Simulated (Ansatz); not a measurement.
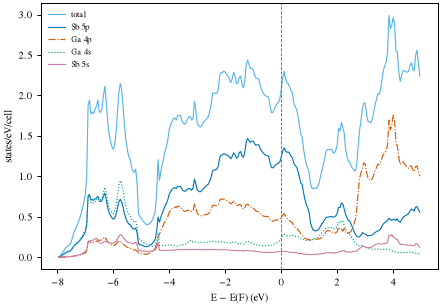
Total and projected density of states of GaSb (NiAs type, space group No. 194), plane-wave PAW r²SCAN (Ansatz code)

Q: Which orbitals carry the states next to the Fermi level?

A: Within 0.5 eV of the Fermi level: Sb 5p 61 %, Ga 4p 23 %, Ga 4s 11 %. Projections are on Löwdin-orthogonalised atomic valence shells; empty p or d shells of many metals are not among them.

Q: Where is the tallest occupied peak in this window, and what makes it?

A: Near -1.2 eV, about 2.4 states/eV per cell; the largest projected share is Sb 5p.

Space group P6_3/mmc (NiAs type). The start of the workflow was typed in or built on a structure type; neither database checked (COD, Materials Project) lists it. It is not the phase usual at ambient conditions (space group No. 216). The cell was relaxed with r²SCAN under the symmetry of its start; whether a distortion lowers the energy is not shown. Scalar-relativistic: spin–orbit coupling is off unless named, which matters more the heavier the elements.

Potentials: the earlier of the program's two PAW sets.
